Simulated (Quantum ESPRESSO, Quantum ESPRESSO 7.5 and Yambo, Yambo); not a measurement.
# BN (P6_3/mmc): G0W0 on several meshes in Yambo

Wanted: mesh dependence and cost of G0W0 for BN (P6_3/mmc).

Program: Quantum ESPRESSO 7.5 and Yambo 5.3.0. Level of theory: PBE and many-body steps on it, plane waves. Results are calculated unless marked as measured.

**1. Set-up**

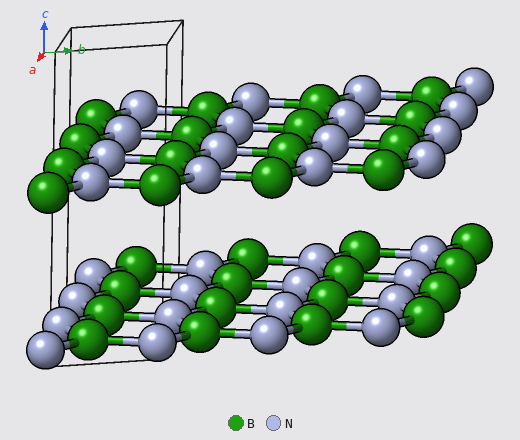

The starting structure, seen slightly off an axis (boron green, nitrogen light blue). 4×4×1 cells are drawn.

The cell and positions come from the Crystallography Open Database and are kept as given unless a step says otherwise.

**2. Empty states on the mesh, 6×6×2 mesh, 434 bands**

This step: Quantum ESPRESSO 7.5; DFT, PBE, plane waves, norm-conserving pseudopotentials.

The sums over transitions need many empty states on a uniform mesh; this step solves for them.

Input file pw.in:

```
&control
  calculation = 'nscf'
  prefix = 'x'
  outdir = 'o'
  pseudo_dir = 'pseudo'
/
&system
  ibrav = 0
  nat = 4
  ntyp = 2
  ecutwfc = 72.0
  nbnd = 434
  force_symmorphic = .true.
/
&electrons
  conv_thr = 1e-9
  electron_maxstep = 80
  diago_full_acc = .true.
  diago_thr_init = 5e-6
/
ATOMIC_SPECIES
  B 10.81 B.upf
  N 14.007 N.upf
CELL_PARAMETERS angstrom
  2.5039900000 0.0000000000 0.0000000000
  -1.2519950000 2.1685189508 0.0000000000
  0.0000000000 0.0000000000 6.6612000000
ATOMIC_POSITIONS crystal
  B 0.3333333333 0.6666666667 0.2500000000
  B 0.6666666667 0.3333333333 0.7500000000
  N 0.3333333333 0.6666666667 0.7500000000
  N 0.6666666667 0.3333333333 0.2500000000
K_POINTS automatic
  6 6 2 0 0 0
```

Started as:

```console
OMP_NUM_THREADS=1 mpirun -n 4 pw.x -nk 4 -in pw.in > pw.out
```

The log of the run:

```text
Program PWSCF v.7.5 starts

     This program is part of the open-source Quantum ESPRESSO suite
     for quantum simulation of materials; please cite
         "P. Giannozzi et al., J. Phys.:Condens. Matter 21 395502 (2009);
         "P. Giannozzi et al., J. Phys.:Condens. Matter 29 465901 (2017);
         "P. Giannozzi et al., J. Chem. Phys. 152 154105 (2020);
     in publications or presentations arising from this work. More details at

     Atomic positions and unit cell read from directory:
     o/x.save/

     Message from routine setup:
[...]
k = 0.0000 0.1925 0.0000 (  2533 PWs)   bands (ev):

[...]
85.4592  85.6248  86.7855  87.9078  88.2001  88.5944  88.7066  89.6954
     [... 43 further rows ...]
   284.3636 288.9219 290.2668 290.3788 290.4783 290.7476 291.1213 291.4142
   291.9141 292.1162

          k = 0.0000 0.1925-0.1880 (  2542 PWs)   bands (ev):

     [... further k-points ...]

     highest occupied, lowest unoccupied level (ev):     4.6985    9.0127

     XML data file, pseudopotentials, collected wavefunctions

=------------------------------------------------------------------------------=
   JOB DONE.
=------------------------------------------------------------------------------=
```

The job ended after 95 s (4 MPI ranks of Intel Xeon Platinum 8259CL at 2.50GHz (Skylake/Cascade Lake), shared host; peak memory 0.69 GiB; 6.3 min of CPU time).

This step gave:

```
gap                                                           : 4.314 eV
k of the valence top                                          : 0.3333, 0.3333, -0.5
k of the conduction bottom                                    : 0, -0.5, 0
least direct gap                                              : 4.670 eV
k points computed                                             : 14
lowest point of the top converged band, above the valence top : 283.4777 eV
```

On this mesh the gap is 4.314 eV.

The density comes from a self-consistent run that is not shown.

**3. Conversion and set-up**

This step: Yambo 5.3.0; conversion and set-up on PBE, plane waves, norm-conserving pseudopotentials.

The states are converted to the many-body program's format and the q mesh is built.

Started as:

```console
(cd o/x.save; p2y > p2y.log; mv SAVE ../..); yambo > setup.log
```

The log of the run:

```text
 Yambo, version 5.3.0

 [02] CORE Variables Setup
 =========================

  [02.01] Unit cells
  ==================

  Cell kind             :  HCP
  Atoms in the cell     :  B  N
  number of B  atoms    :  2
  number of N  atoms    :  2

  List of atomic masses
  Mass of B     :  10.81000
  Mass of N     :  14.00700

  List of atomic coordinates    : [cc]
  B1       : -0.23659E-09   2.7319       3.1470      order 1
  B2       :  2.365928  1.365969  9.440883  order 2
  N1       : -0.23659E-09   2.7319       9.4409      order 3
[...]
Q [ 1]         [rlu]:  0.000000  0.000000  0.000000
 Q [ 2]         [rlu]:  0.000000  0.000000 -0.500000
 Q [ 3]         [rlu]:  0.45246E-17  0.16667       0.0000
[...]
Q [ 8]         [rlu]: -0.13574E-16 -0.50000     -0.50000
 Q [ 9]         [rlu]:  0.166667  0.166667  0.000000
 Q [10]         [rlu]:  0.166667  0.166667 -0.500000
 Q [11]         [rlu]:  0.166667  0.333333  0.000000
 Q [12]         [rlu]:  0.166667  0.333333 -0.500000
 Q [13]         [rlu]:  0.333333  0.333333  0.000000
 Q [14]         [rlu]:  0.333333  0.333333 -0.500000

  [03.01] X indexes
  =================

   [03.01.01] Sigma indexes
   ========================

 [06] Game Over & Game summary
```

The job ended after 2.9 s (1 MPI rank; peak memory 0.24 GiB).

**4. 6×6×2**

Now the one-shot GW correction: screening in the RPA, then the self-energy of the levels asked for.

This step: G0W0 on PBE, plane waves, norm-conserving pseudopotentials.

Input file gw2.in:

```
HF_and_locXC
gw0
dyson
ppa
em1d
rim_cut
RandQpts= 1000000
RandGvec= 1 RL
EXXRLvcs= 72 Ry
VXCRLvcs= 288 Ry
Chimod= "HARTREE"
% BndsRnXp
 1 | 182 |
%
NGsBlkXp= 17 Ry
% LongDrXp
 1 | 1 | 1 |
%
% GbndRnge
 1 | 182 |
%
DysSolver= "n"
ExtendOut
PPAPntXp= 27.21138 eV
% QPkrange
 14 | 14 | 7 | 10 |
 7 | 7 | 7 | 10 |
 1 | 1 | 7 | 10 |
%
```

Started as:

```console
OMP_NUM_THREADS=1 mpirun -n 4 yambo -F gw2.in -J gw2 -C gw2 > gw2.log
```

The log of the run:

```text
 Yambo, version 5.3.0

 [02] CORE Variables Setup
 =========================

  [... cell, symmetries and grids as in the set-up ...]

  [02.05] Energies & Occupations
  ==============================

  [X] === General ===
  [X] Electronic Temperature                        :  0.000000  0.000000 [eV K]
  [X] Bosonic    Temperature                        :  0.000000  0.000000 [eV K]
  [X] Finite Temperature mode                       : no
  [X] El. density                                   :  0.44236E+24 [cm-3]
  [X] Fermi Level                                   :  4.698546 [eV]

  [X] === Gaps and Widths ===
  [X] Conduction Band Min                           :  4.314160 [eV]
  [X] Valence Band Max                              :  0.000000 [eV]
  [X] Filled Bands                                  :   8
  [X] Empty Bands                                   :     9   434
  [X] Direct Gap                                    :  4.669575 [eV]
  [X] Direct Gap localized at k                     :  14
  [X] Indirect Gap                                  :  4.314160 [eV]
  [X] Indirect Gap between kpts                     :  14   7
  [X] Last valence band width                       :  3.190982 [eV]
  [X] 1st conduction band width                     :  3.840425 [eV]

 [03] Transferred momenta grid and indexing
 ==========================================

 IBZ Q-points                                      :  14
 BZ  Q-points                                      :   72

 K/Q-points units:
 rlu = crystal or reduced units; cc = cartesian coordinates; iku = interal k-units

 Q [ 1]         [rlu]:  0.000000  0.000000  0.000000
 Q [ 2]         [rlu]:  0.000000  0.000000 -0.500000
 Q [ 3]         [rlu]:  0.45246E-17  0.16667       0.0000
 Q [ 4]         [rlu]:  0.45246E-17  0.16667     -0.50000
 Q [ 5]         [rlu]:  0.90491E-17  0.33333       0.0000
 Q [ 6]         [rlu]:  0.90491E-17  0.33333     -0.50000
 Q [ 7]         [rlu]: -0.13574E-16 -0.50000       0.0000
 Q [ 8]         [rlu]: -0.13574E-16 -0.50000     -0.50000
 Q [ 9]         [rlu]:  0.166667  0.166667  0.000000
 Q [10]         [rlu]:  0.166667  0.166667 -0.500000
 Q [11]         [rlu]:  0.166667  0.333333  0.000000
 Q [12]         [rlu]:  0.166667  0.333333 -0.500000
 Q [13]         [rlu]:  0.333333  0.333333  0.000000
 Q [14]         [rlu]:  0.333333  0.333333 -0.500000

 [04] Coloumb potential Random Integration (RIM)
 ===============================================

  [04.01] RIM initialization
  ==========================

  * Diagonal components only detected *

  8 x (sBL volume)        :  0.112915 [a.u.]
  sBZ random points       :  1000000
  Points outside the sBZ  :   7981908
  RL volume               :  1.016236 [a.u.]
  Integrated volume       :  1.018540 [a.u.]

  [04.02] RIM integrals
  =====================

  Gamma point sphere radius             :  0.087673 [a.u.]
  Points outside the sphere             :   800056
  [Int_sBZ(q=0) 1/q^2]*(Vol_sBZ)^(-1/3) =:  7.718302
                                 should be <:  7.795600

  Summary of Coulomb integrals for non-metallic bands |Q|[au] RIM/Bare

  Q [1] 0.100000E-4 0.990085 * Q [2] 0.249574 1.075393
  Q [3] 0.255544 1.053879 * Q [4] 0.357197 1.052688
  Q [9] 0.442616 1.021893 * Q [10] 0.508130 1.021750
  Q [5] 0.511089 1.016956 * Q [6] 0.568770 1.016958
  Q [11] 0.676107 1.010896 * Q [12] 0.720700 1.010784
  Q [7] 0.766633 1.008740 * Q [8] 0.806234 1.008615
  Q [13] 0.885232 1.007388 * Q [14] 0.919741 1.007309

 [05] Dipoles
 ============

  [05.01] Setup: observables and procedures
  =========================================

 [06] Dynamic Dielectric Matrix (PPA)
 ====================================

 [WR./gw2//ndb.pp]---------------------------------------------------------------
  Brillouin Zone Q/K grids (IBZ/BZ)                :   14   72   14   72
  RL vectors                                       :   3391 [WF]
  Coulomb cutoff potential                         : none
  Electronic Temperature                           :  0.000000 [K]
[...]
X poles                                          :  100.0000 [o/o]
  RL vectors in the sum                            :   3391
  [r,Vnl] included                                 : yes
  Field direction                                  :  0.577350E-5  0.577350E-5  0.577350E-5
  BZ energy Double Grid                            : no
  BZ energy DbGd points                            : 0
  BZ Q point size factor                           : -1.000000
  X Optical Averaged directions                    : none

 [07] Local Exchange-Correlation + Non-Local Fock
 ================================================

 [VXC] Plane waves :  20149
 [EXS] Plane waves :  2483

 QP @ state[ 1 ] K range:  1  1
 QP @ state[ 1 ] b range:   7  10
 QP @ state[ 2 ] K range:   7   7
 QP @ state[ 2 ] b range:   7  10
 QP @ state[ 3 ] K range:  14  14
 QP @ state[ 3 ] b range:   7  10

 [xc] Functional : Perdew, Burke & Ernzerhof(X)+Perdew, Burke & Ernzerhof(C)
 [xc] LIBXC used to calculate xc functional
  PP Number of Atomic Species                      :  2
  NLCC RL compoments                               :  20149
  PP Number of Atomic Species                      :  2
  NLCC RL compoments                               :  20149

 [xc] E_xc :  -7.384420 [Ha]
      E_xc :  -14.76884 [Ry]

  Local XC kind (lXC) : Perdew, Burke & Ernzerhof(X)+Perdew, Burke & Ernzerhof(C)
  Non-Local XC kind (nlXC) : Hartree-Fock

  Corrections @ K [1] :  [eV]
 <7|nlXC|7> = -22.66614 -0.16042E-16 <7|lXC|7> = -18.42829  0.000000
 <8|nlXC|8> = -22.66610  0.77237E-17 <8|lXC|8> = -18.42829  0.000000
 <9|nlXC|9> = -4.450487  0.84836E-18 <9|lXC|9> = -8.606222  0.000000
 <10|nlXC|10> = -7.111859  0.90326E-18 <10|lXC|10> = -13.67039  0.000000

  Corrections @ K [7] :  [eV]
 <7|nlXC|7> = -18.53788  0.14235E-16 <7|lXC|7> = -14.85874  0.000000
 <8|nlXC|8> = -19.83872 -0.20797E-16 <8|lXC|8> = -16.38986  0.000000
[...]
Corrections @ K [14] :  [eV]
[...]
<8|nlXC|8> = -19.84805  0.63659E-17 <8|lXC|8> = -16.63092  0.000000
 <9|nlXC|9> = -5.649988 -0.30622E-17 <9|lXC|9> = -10.92032  0.47204E-16
 <10|nlXC|10> = -5.649852  0.20765E-17 <10|lXC|10> = -10.92032  0.000000

  [07.01] Hartree-Fock occupations report
  =======================================

  [Hartree-Fock] === General ===
  [Hartree-Fock] Electronic Temperature             :  0.000000  0.000000 [eV K]
  [Hartree-Fock] Bosonic    Temperature             :  0.000000  0.000000 [eV K]
  [Hartree-Fock] Finite Temperature mode            : no
  [Hartree-Fock] El. density                        :  0.44236E+24 [cm-3]
  [Hartree-Fock] Fermi Level                        :  4.698546 [eV]

  [Hartree-Fock] === Gaps and Widths ===
  [Hartree-Fock] Conduction Band Min                :  4.771942 [eV]
  [Hartree-Fock] Valence Band Max                   : -0.076747 [eV]
  [Hartree-Fock] Filled Bands                       :   8
  [Hartree-Fock] Empty Bands                        :     9   434
  [Hartree-Fock] Direct Gap                         :  4.953946 [eV]
  [Hartree-Fock] Direct Gap localized at k          :  13
  [Hartree-Fock] Indirect Gap                       :  4.848689 [eV]
  [Hartree-Fock] Indirect Gap between kpts          :  13   8
  [Hartree-Fock] Last valence band width            :  5.467195 [eV]
  [Hartree-Fock] 1st conduction band width          :  5.167962 [eV]

 [08] Dyson equation: Newton solver
 ==================================

  [08.01] G0W0 (W PPA)
  ====================

  [  GW  ] Bands range     :    1  182
  [GW/PPA] G damping       :  0.100000 [eV]

  QP @ state[ 1 ] K range:  1  1
  QP @ state[ 1 ] b range:   7  10
  QP @ state[ 2 ] K range:   7   7
  QP @ state[ 2 ] b range:   7  10
  QP @ state[ 3 ] K range:  14  14
  QP @ state[ 3 ] b range:   7  10

   Sc/G bands                                       :    1  182
   Sc/G damping                                     :  0.100000 ev
   Sc bands terminator                              : no
   Sx RL components                                 :  2483

   QP @ state[ 1 ] K range                          :  1  1
   QP @ state[ 1 ] b range                          :   7  10
   QP @ state[ 2 ] K range                          :   7   7
   QP @ state[ 2 ] b range                          :   7  10
   QP @ state[ 3 ] K range                          :  14  14
   QP @ state[ 3 ] b range                          :   7  10
   GF energies kind                                 : Perdew, Burke & Ernzerhof(X)+Perdew, Burke & Ernzerhof(C)
   GF WF`s kind                                     : Perdew, Burke & Ernzerhof(X)+Perdew, Burke & Ernzerhof(C)
   Xs energies kind                                 : Perdew, Burke & Ernzerhof(X)+Perdew, Burke & Ernzerhof(C)
   Xs WF`s kind                                     : Perdew, Burke & Ernzerhof(X)+Perdew, Burke & Ernzerhof(C)

 [11] Game Over & Game summary
```

The job ended after 7.2 min (4 MPI ranks; peak memory 1.7 GiB; 29 min of CPU time).

This step gave:

```yaml
g0w0_gap_on_the_points_computed: 5.744 eV
starting_gap_on_the_mesh: 4.314 eV
k_of_the_valence_top: 0.3333, 0.3333, -0.5
k_of_the_conduction_bottom: 0, -0.5, 0
least_direct_g0w0_gap_on_the_computed_points: 6.215 eV
z_at_the_valence_top: 0.8042
z_at_the_conduction_bottom: 0.8396
```

The gap on the mesh goes from 4.31 eV to 5.74 eV, a correction of +1.43 eV.

**5. Empty states on the mesh, 3×3×2 mesh, 182 bands**

This step: Quantum ESPRESSO 7.5; DFT, PBE, plane waves, norm-conserving pseudopotentials.

pw.in, as its differences from that of step 2:

```diff
@@ -11,3 +11,3 @@
   ecutwfc = 72.0
-  nbnd = 434
+  nbnd = 182
   force_symmorphic = .true.
@@ -33,2 +33,2 @@
 K_POINTS automatic
-  6 6 2 0 0 0
+  3 3 2 0 0 0
```

Started as:

```console
OMP_NUM_THREADS=1 mpirun -n 4 pw.x -nk 4 -in pw.in > pw.out
```

The log of the run:

```text
[banner, memory and clock lines left out]
Program PWSCF v.7.5 starts

     Atomic positions and unit cell read from directory:
     o/x.save/

     Message from routine setup:
     using ibrav=0 with symmetry is DISCOURAGED, use correct ibrav instead

     G-vector sticks info

     bravais-lattice index     =            0
     lattice parameter (alat)  =       4.7319  a.u.
     unit-cell volume          =     244.0871 (a.u.)^3
     number of atoms/cell      =            4
     number of atomic types    =            2
     number of electrons       =        16.00
[...]
[... 11 further rows ...]
[...]
155.4118 155.4118 157.6367 157.6367 157.6367 157.6367

          k = 0.0000 0.3849 0.0000 (  2521 PWs)   bands (ev):

[...]
82.2081  84.2430  85.1758  86.0117  86.3062  86.6504  87.2445  87.2448
     [... 11 further rows ...]
   153.9685 154.4517 155.5570 156.1499 156.9006 157.3458 157.3475 157.6585
   158.0602 158.2833 158.7231 158.7816 159.3320 159.5592

          k = 0.0000 0.3849-0.1880 (  2508 PWs)   bands (ev):

     [... further k-points ...]

     highest occupied, lowest unoccupied level (ev):     4.6985    9.3681

     XML data file, pseudopotentials, collected wavefunctions
```

It took 13 s on 4 MPI ranks; peak memory 0.38 GiB; 49 s of CPU time.

Numbers from this step:

```
gap                                                           : 4.670 eV
k of the valence top                                          : 0.3333, 0.3333, -0.5
k of the conduction bottom                                    : 0.3333, 0.3333, -0.5
least direct gap                                              : 4.670 eV
k points computed                                             : 6
lowest point of the top converged band, above the valence top : 146.5705 eV
```

On this mesh the gap is 4.670 eV.

(Part 1 of 2 ends here.)

[Paths, hosts, dates, memory and timing lines, banners, echoed tables and standing remarks are left out of the program output.]

[Logs are printed without paths, hosts, clocks, repeated set-up lines and the standing remarks that a program may print on its own settings, such as how far it seeks lower states.]

[Runs of the session that timed out or met a known fault of the program may be left out.]

[Hosts, paths, dates, database ids (printed as entryN), source tags and the programs' standing remarks are cut or masked in the printed files.]
